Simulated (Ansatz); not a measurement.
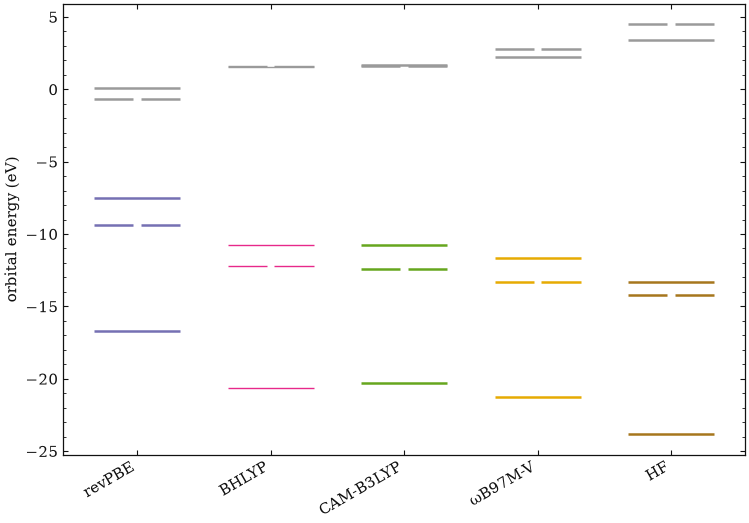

Frontier orbital energies of CHN, SMILES [C-]#[NH+] at one geometry, def2-TZVPP, the Ansatz code 0.2.0, at a PBE0-D4/def2-TZVP geometry (a minimum by its frequencies). Empty levels are grey, levels within 0.1 eV stand side by side; all columns show the same few orbitals around the gap.

> Compare the HOMO-LUMO separations.

The separation grows from 6.84 eV (revPBE) to 16.74 eV (HF).

```csv
level,HOMO (eV),LUMO (eV),separation (eV)
revPBE,−7.50,−0.67,6.84
BHLYP,−10.77,1.52,12.29
CAM-B3LYP,−10.73,1.63,12.37
ωB97M-V,−11.67,2.24,13.92
HF,−13.33,3.41,16.74
```

Limits of at least one run: empty levels above zero depend strongly on the basis.
